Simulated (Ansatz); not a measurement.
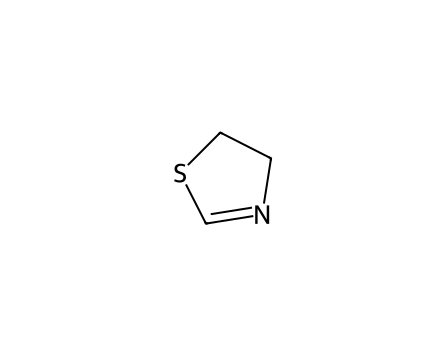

The drawing above gives the connectivity. The computed structure is the end point of a PBE-D4/def2-SVP optimisation. No frequency run is at hand to confirm it as a minimum.

What does the molecule look like in three dimensions?

It has 10 atoms: 3 carbon, 5 hydrogen, 1 nitrogen and 1 sulfur (C₃H₅NS). As SMILES it reads `C1=NCCS1`. Independent rings (smallest set): 1 of 5 members. Among its groups: imine. This geometry has C1 symmetry. Coordination: 1 C trigonal planar; 1 N bent; 2 C tetrahedral; 1 S bent.

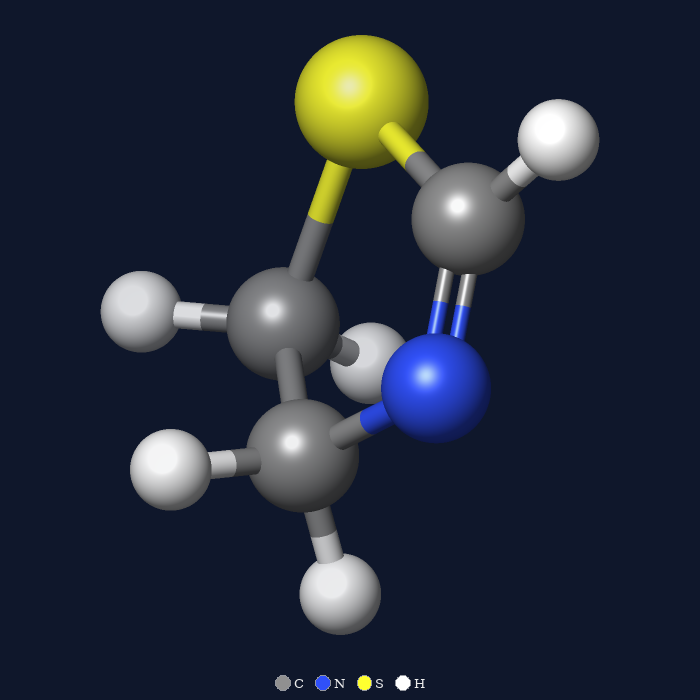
